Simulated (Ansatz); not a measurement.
# One shape, several levels: CSeS (SMILES S=C=[Se])

We compute a comparison of 6 runs (HSE06/STO-3G, r2SCAN0/STO-3G, wB97X/STO-3G, CCSDTQ/STO-3G, CCSD/STO-3G, CCSD(T)/STO-3G) of CSeS. 

The results are computed with Ansatz 0.2.0.

60 further runs of the same task are left out: 11 that didn't finish, 49 set aside as unsound or not needed.

## Step 1: Starting point

CSeS: 3 atoms, total charge 0, spin state singlet. SMILES: `S=C=[Se]`. The Se3–C2 distance was set to 2.538 Å, away from the relaxed value.

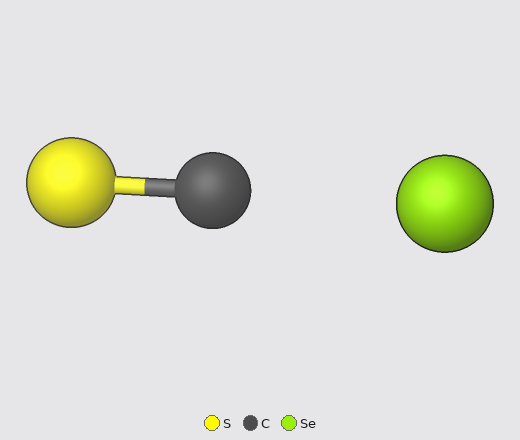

Viewed from a chosen angle; sulfur yellow, carbon dark grey, selenium green.

## Step 2: A single-point energy at HSE06/STO-3G (run 1)

Contents of run.yaml:

```yaml
crystal:
  periodic: [false, false, false]
  atoms:
    - {symbol: S, position_ang: [1.745780, -1.518998, 0.774102]}
    - {symbol: C, position_ang: [0.640570, -0.557358, 0.284042]}
    - {symbol: Se, position_ang: [-1.175570, 1.022860, -0.521270]}
basis:
  gaussian: {orbitals: STO-3G}
total_charge: 0
hamiltonian: {xc: {name: HSE06}}
accuracy: high
```

On the command line:

```console
ansatz run run.yaml --threads 1 --pin off --max-ram 3480MiB --events-out events.jsonl --progress --plain --runs-dir runs
```

Output:

```text
Warning: RAYON_NUM_THREADS=1 ignored (pool sized by the plan → 1); use --threads N
Functional definition: HSE06
  name "HSE06"
  parameter a = 0.25
  parameter omega = 0.11/bohr
  exchange = pbe_x - a*pbe_x_sr(omega) + a*exact_x_sr(omega)
  correlation = pbe_c
451 factors; integrals over basis functions are off by at most 3.0e-8 eV
56 factors; integrals over basis functions are off by at most 1.2e-9 eV
mean field evaluation 1: about -76343.8584 eV, gradient 2.2e1 eV
mean field evaluation 2: about -76228.7059 eV, gradient 7.1e1 eV
mean field evaluation 4: about -76335.2818 eV, gradient 4.7e1 eV
mean field evaluation 8: about -76347.5110 eV, gradient 2.5e-2 eV
mean field evaluation 16: about -76347.4780 eV, gradient 4.5e-8 eV
mean field -76347.47801545 eV, -2805.7180668884 hartree, gradient 4.5e-8 eV, S^2 0.000000; 0 other end points of the search recorded, 0 dependent functions left out
reference -76347.47801699 eV, -2805.7180669453 hartree; 28, 28 occupied and 4, 4 virtual orbitals, 451 factors
Total energy: -76347.47801699 eV, -2805.7180669453 hartree
```

Wall time 1.6 s (1 thread of Arm Neoverse V2, shared host); peak memory 0.1 GiB.

## Step 3: The energy at r2SCAN0/STO-3G (run 2)

Contents of in.yaml:

```yaml
crystal:
  periodic: [false, false, false]
  atoms:
    - {symbol: S, position_ang: [1.745780, -1.518998, 0.774102]}
    - {symbol: C, position_ang: [0.640570, -0.557358, 0.284042]}
    - {symbol: Se, position_ang: [-1.175570, 1.022860, -0.521270]}
basis:
  gaussian: {orbitals: STO-3G}
hamiltonian: {xc: {name: r2SCAN0}}
accuracy: high
```

On the command line:

```console
ansatz run in.yaml --threads 1 --pin off --max-ram 3480MiB --events-out events.jsonl --progress --plain --runs-dir runs
```

Output:

```text
Warning: RAYON_NUM_THREADS=1 ignored (pool sized by the plan → 1); use --threads N
Functional definition: r2SCAN0
  name "r2SCAN0"
[... 1 set-up line as earlier in the session ...]
  parameter k0 = 0.174
  parameter k1 = 0.065
  parameter a1 = 4.9479
  exchange = (1 - a)*r2scan_x(k0 = k0, k1 = k1, a1 = a1) + a*exact_x
  correlation = r2scan_c
451 factors; integrals over basis functions are off by at most 3.0e-8 eV
mean field evaluation 1: about -76357.4373 eV, gradient 2.3e1 eV
mean field evaluation 2: about -76244.5789 eV, gradient 7.6e1 eV
mean field evaluation 4: about -76353.2532 eV, gradient 3.9e1 eV
mean field evaluation 8: about -76361.3078 eV, gradient 3.0e-2 eV
mean field evaluation 16: about -76361.2706 eV, gradient 5.2e-8 eV
mean field -76361.27064862 eV, -2806.2249368085 hartree, gradient 5.2e-8 eV, S^2 0.000000; 0 other end points of the search recorded, 0 dependent functions left out
reference -76361.27064884 eV, -2806.2249368168 hartree; 28, 28 occupied and 4, 4 virtual orbitals, 451 factors
Total energy: -76361.27064884 eV, -2806.2249368168 hartree
```

It took 3.3 s on 1 thread of Arm Neoverse V2, shared host; peak memory 0.14 GiB.

Runs 3 to 5 aren't shown in full; the table further down has their settings and results.

## Step 4: A single-point energy at CCSD(T)/STO-3G (run 6)

in.yaml, as its differences from that of step 3:

```diff
@@ -7,4 +7,9 @@
 basis:
-  gaussian: {orbitals: STO-3G}
-hamiltonian: {xc: {name: r2SCAN0}}
+  gaussian:
+    orbitals: STO-3G
+correlation:
+  method: ccsd_t
+  frozen_orbitals: {C: 1, S: 5, Se: 9}
 accuracy: high
+scf:
+  omitted_lower_state_checks: [cluster_reference, increment]
```

On the command line:

```console
ansatz run in.yaml --threads 1 --pin off --max-ram 3480MiB --events-out events.jsonl --progress --plain --runs-dir runs
```

Output, cut to the lines that bear on the results:

```text
Warning: RAYON_NUM_THREADS=1 ignored (pool sized by the plan → 1); use --threads N
Functional definition: HF
  name "HF"
[...]
451 factors; integrals over basis functions are off by at most 3.0e-8 eV
[...]
mean field -76299.46084706 eV, -2803.9534684972 hartree, gradient 1.7e-8 eV, S^2 0.000000; 0 other end points of the search recorded, 0 dependent functions left out; unrestricted orbitals would lower it
15 core orbitals not correlated: weight in the atoms' cores, before any rotation towards them, 1.000 or more for the frozen orbitals, at most 0.000 for the correlated occupied ones
reference -76299.46084706 eV, -2803.9534684972 hartree; 13, 13 occupied and 4, 4 virtual orbitals, 451 factors
second order -4.03402967 eV of doubles, -0.00000000 eV of singles
cycle   1  -3.63483298 eV  change    4.0e-1 eV  update   1.6e-1
[...]
cycle  30  -4.22773062 eV  change   -2.6e-9 eV  update   1.6e-9
perturbative correction -0.24511683 eV, -0.0090078774 hartree
Total energy: -76303.93369451 eV, -2804.1178426093 hartree
Checks for a lower state left out: cluster_reference, increment
```

Run time: 0.42 s. Hardware: 1 thread of Arm Neoverse V2, shared host.

## Step 5: Overview of the runs

```csv
run,level,frozen core orbitals,energy (Eh),wall time
1,HSE06/STO-3G,–,-2805.718067,1.6 s
2,r2SCAN0/STO-3G,–,-2806.224937,3.3 s
3,wB97X/STO-3G,–,-2806.160243,5.4 s
4,CCSDTQ/STO-3G,15,-2804.120260,59 s
5,CCSD/STO-3G,15,-2804.108835,0.42 s
6,CCSD(T)/STO-3G,15,-2804.117843,0.42 s
```

## Step 6: What came out

| quantity | value |
| --- | --- |
| run 6: total energy | -2804.11784 Eh |
| run 6: correlation energy (15 core orbitals frozen) | -164.4 mEh |
| run 6: (T) correction | -9.01 mEh |
| run 6: T1 diagnostic | 0.027 |

What this shows: Totals of different functionals can't be ranked against each other. In runs 4, 5, 6 the log says that unrestricted orbitals would lower the reference, so the values rest on an unstable closed-shell determinant (other closed-shell runs at this shape may share the fault). In runs 1, 2, 3, 4, 5, 6 the basis is minimal, so the values are rough. All runs together took 70 s, the longest 59 s.
